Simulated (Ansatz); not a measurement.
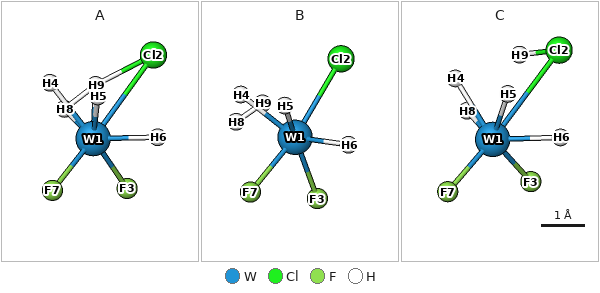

3 geometries from a converged minimum-energy path of WH₅ClF₂, made up at the start of WH3ClF2 and H2, shuffled. A ball-and-stick model, seen from a free direction.

Computed with RKS PBE-D4/def2-SVP (Ansatz 0.2.0). Set-up: 7 movable images; climbing image; force threshold 0.05 eV/Å; iteration limit 60; starting path through a guess of the saddle point.

> Which of them lies highest in energy?

A. In order along the path, whose images run from 0 to 8: B (image 3, +0.19 eV), A (image 5, +0.95 eV), C (image 7, +0.80 eV). Breaking: H8–H9 (0.78 → 0.93 at the top → 2.46 Å). Forming: Cl2–H9 (3.23 → 1.67 at the top → 1.30 Å), W1–H8 (2.61 → 1.84 at the top → 1.69 Å).

Limits of the set-up: the start holds two separate molecules, 2.4 Å apart at their closest, whose relative position is a soft coordinate.
